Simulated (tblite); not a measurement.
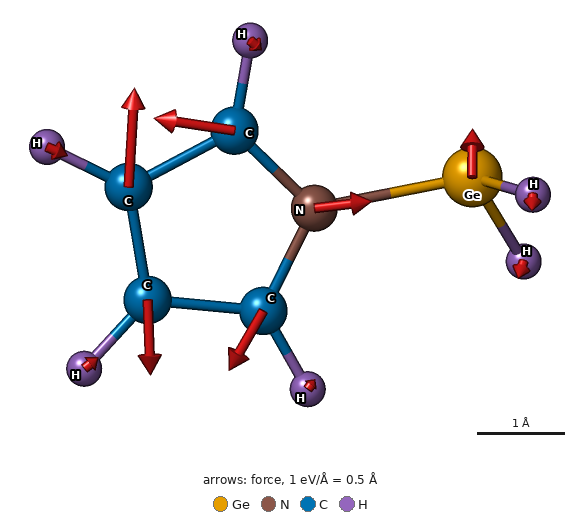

Starting geometry of C4H6GeN (multiplicity 2) with the computed forces as red arrows. A ball-and-stick model, seen from a free direction.

The calculation used tblite 0.8.0, GFN2-xTB geometry optimisation, gas phase. 

**Is this structure relaxed? If not, where do the atoms go?**

It isn't relaxed: the largest force vector, on a C atom, is 2.36 eV/Å. The final displacements have little in common with the starting forces (cosine between the two patterns 0.04). Over 58 geometry steps the energy falls by 39.4 kJ/mol. The largest moves after the best rigid fit, 1.11 Å, are those of H atoms. By element the largest moves are H 1.11 Å, Ge 0.38 Å, C 0.23 Å, N 0.11 Å. Some distances before and after: C–C 1.367 → 1.424 Å, C–C 1.396 → 1.361 Å, Ge–H 1.541 → 1.566 Å, C–N 1.344 → 1.368 Å. Bond angles that change, for instance: N–Ge–H 108.8° → 97.1°, H–Ge–H 109.5° → 103.1°, N–C–H 125.6° → 120.1°. The run took 0.3 s on 1 thread of Arm Neoverse V1, on a shared host.
